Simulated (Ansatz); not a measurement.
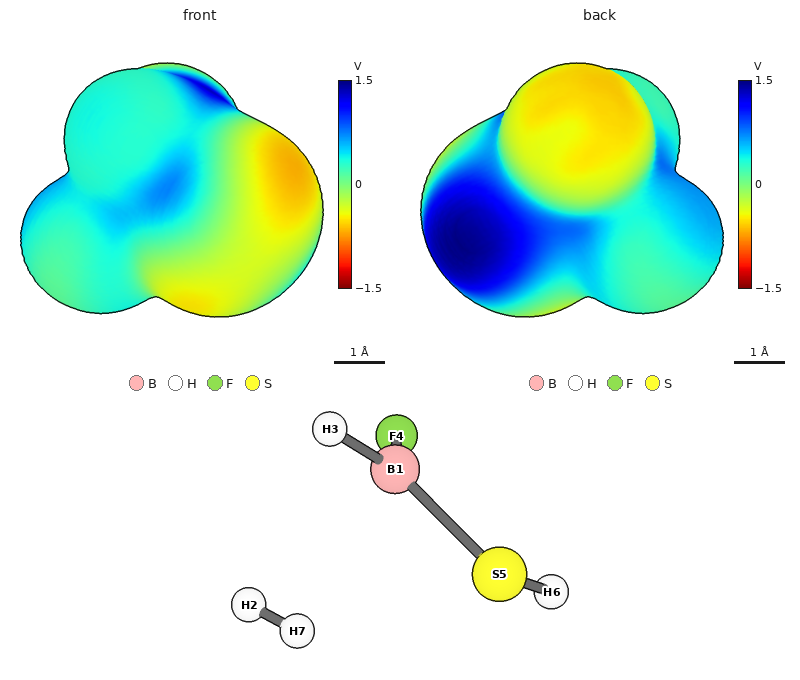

Figure 1: BFH2S···H2. The molecular electrostatic potential painted on the density surface at 0.002 e/bohr³, seen from the front and from behind; the colour scale runs from red (negative) to blue (positive). The bare structure is drawn below in the same view.

Not at a stationary point (largest force 1.6 eV/Å).

The calculation used RKS PBE0/def2-mTZVP in Ansatz 0.2.0.

| atom | x (Å) | y (Å) | z (Å) |
| --- | --- | --- | --- |
| B | 0.0853 | -0.5482 | -0.3472 |
| H | -0.1154 | 0.1824 | 1.9276 |
| H | 1.0294 | 0.1704 | -0.4115 |
| F | -1.1239 | -0.0950 | -0.6177 |
| S | 0.3773 | -2.3369 | 0.0498 |
| H | -0.9259 | -2.6975 | -0.0076 |
| H | 0.0246 | -0.5122 | 1.8849 |

Q: Which sites attract a positive test charge, and which a negative one?

A: A positive charge is drawn to the negative regions and a negative charge to the positive ones. The most negative region (about −0.6 V) lies over S5, the most positive (about +1.5 V) over H6.
